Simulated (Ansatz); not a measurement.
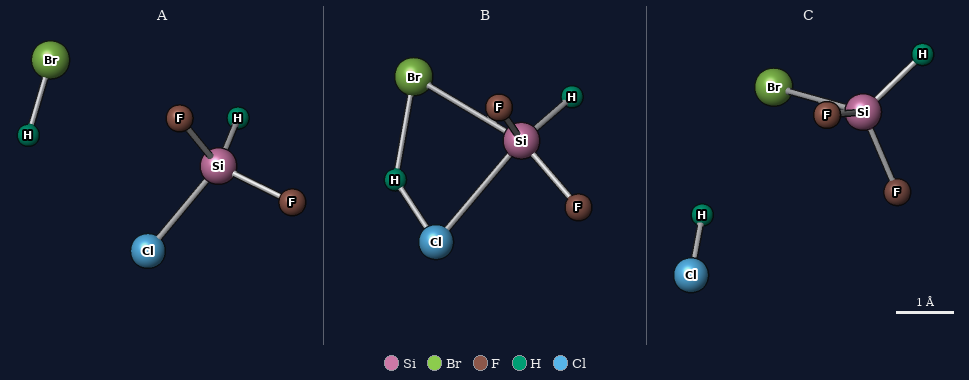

Three geometries of SiH2BrClF2: a saddle point and the two minima that it joins, in shuffled order. Style: ball-and-stick. Shown at a tilt. Sticks join atoms that are closer than about 1.2 times the sum of their covalent radii (a little more with hydrogen).

Stationary points at PBE0-D4/def2-TZVP, single-point energies with CCSD(T)/CBS (def2-TZVPP where no basis is named; Ansatz 0.2.0). The energies are electronic, without zero-point or thermal terms, and both ends are the minima reached downhill from the saddle, with any fragments still in contact. CCSD(T)/CBS stands for a frozen-core estimate: MP2 correlation extrapolated from def2-TZVPP and def2-QZVPP, CCSD(T) minus MP2 from the smaller set.

### Which frame is the transition state, what reaction does it lead through, and what barrier is to be expected?

Frame B is the saddle point. Counted by bonded pieces, C holds HCl + SiHBrF₂ and A holds HBr + SiHClF₂. From C over the saddle to A, bonds form: Cl–Si (4.20 → 2.38 → 2.03 Å), Br–H (2.73 → 1.88 → 1.42 Å). Bonds break: Br–Si (2.19 → 2.50 → 3.93 Å), Cl–H (1.28 → 1.41 → 3.09 Å). The saddle has one imaginary mode, 325i cm⁻¹. With CCSD(T)/CBS the barrier is 35.9 kcal/mol from C and 38.1 kcal/mol from A, and A lies 2.2 kcal/mol below C.
